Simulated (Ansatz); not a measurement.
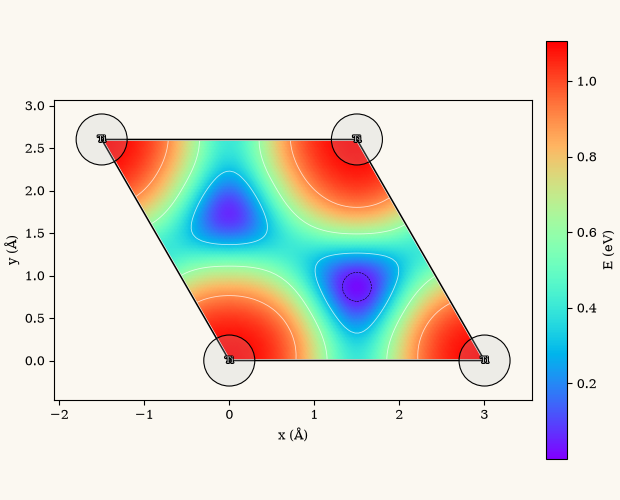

Cl on a TiN(111) slab cut from the Fm-3m phase, its upper half relaxed before the scan (6 atoms of substrate and one adsorbate in a 1 × 1 cell). 
- Cl is moved over the surface cell; relaxed at each place: the height of the adsorbate's atoms; substrate rigid; the origin of the map has the adsorbate above Ti6.
- Places are given modulo a cell vector. The map is drawn in real space over the plane of the surface.
- Grid: 6 × 6 points; 10 points were computed and 26 follow by symmetry.
- Energies are in eV, from the lowest grid point.
- With one adsorbate in each 1 × 1 cell, its nearest image is 3.0 Å away, so neighbouring adsorbates interact.
- Level of theory: DFT PBE, scalar-relativistic, plane waves, PAW (Ansatz 0.2.0). Settings: cutoff 420 eV, k-mesh 9×9×1, gaussian smearing 0.1 eV, no spin polarisation.

Drawn: a smooth colour map with a few white contour lines, labelled circles for the atoms of the top layer and small ones for the second layer, the outline of one cell of the plane. Between grid points the surface is interpolated.

The lowest grid point is at a threefold hollow over a second-layer N atom, (4/6, 2/6) of the cell vectors. There is a further well near a threefold hollow over a third-layer Ti atom, (2/6, 4/6) of the cell vectors (0.06 eV above the lowest at that grid point). The highest grid point, the top site over a surface Ti atom, (0/6, 0/6) of the cell vectors, lies 1.11 eV above the lowest. On the interpolated surface the easiest way out of the lowest well to the well at a threefold hollow over a third-layer Ti atom, (2/6, 4/6) of the cell vectors passes a barrier of about 0.41 eV. At the lowest point the adsorbate has 3 Ti at 2.46 Å as nearest neighbours, at the highest 1 Ti at 2.18 Å. Its relaxed height above the top atom is 1.75 Å at the lowest and 2.18 Å at the highest point.

Cl is replaced by F; all else is set up alike. With one adsorbate in each 1 × 1 cell, its nearest image is 3.0 Å away, so neighbouring adsorbates interact. The runs have no spin polarisation; a magnetic state may lie lower.

Question: What will the new map look like?

Answer: The minimum (interpolated where it lies between grid points) moves from a threefold hollow over a second-layer N atom, (4/6, 2/6) of the cell vectors to a threefold hollow over a third-layer Ti atom, (2/6, 4/6) of the cell vectors. The span from the lowest to the highest grid point shrinks from 1.11 to 0.83 eV. The easiest pass out of the lowest well goes from about 0.41 to about 0.29 eV on the interpolated surfaces. Higher wells of the new map: a threefold hollow over a second-layer N atom, (4/6, 2/6) of the cell vectors, 0.07 eV up (that grid point lay 0.00 eV up before). In the new map: at the lowest point the adsorbate has 3 Ti at 2.15 Å as nearest neighbours, at the highest 1 Ti at 1.77 Å. Its relaxed height above the top atom is 1.28 Å at the lowest and 1.77 Å at the highest point.

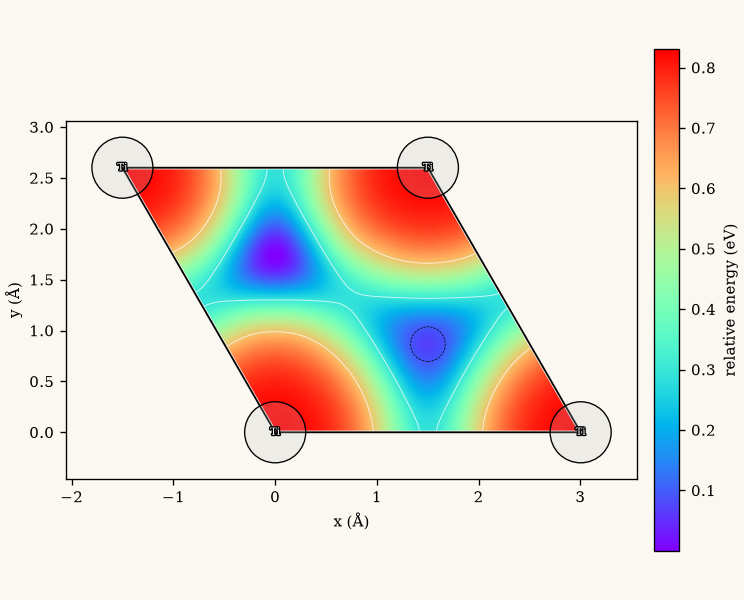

The map after the change, on a colour scale of its own. In the figure: a smooth colour map with a few white contour lines, labelled circles for the atoms of the top layer and small ones for the second layer, the outline of one cell of the plane. Between grid points the surface is interpolated.

PAW datasets: the set soft_1.
